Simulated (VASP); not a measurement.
Band structure of Mg3Sb2 (a-la2o3). Method: revTPSS meta-GGA, VASP's PBE PAW potentials (set 64) (plane waves; VASP 6.6.1).

Unless said otherwise, spin-orbit coupling is left out, though it shifts the bands of the heavy elements here.

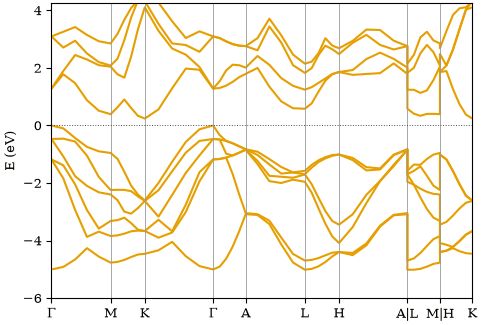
Figure: Bands along high-symmetry lines, zero at the valence-band maximum or, without a gap, the Fermi level

Q: Read the plot: is there a gap, and where are the band edges?

A: The gap is indirect, 0.24 eV, from the valence maximum at Γ to the conduction minimum at K.

The compound is Mg3Sb2 in the a-la2o3 structure. It was relaxed first.
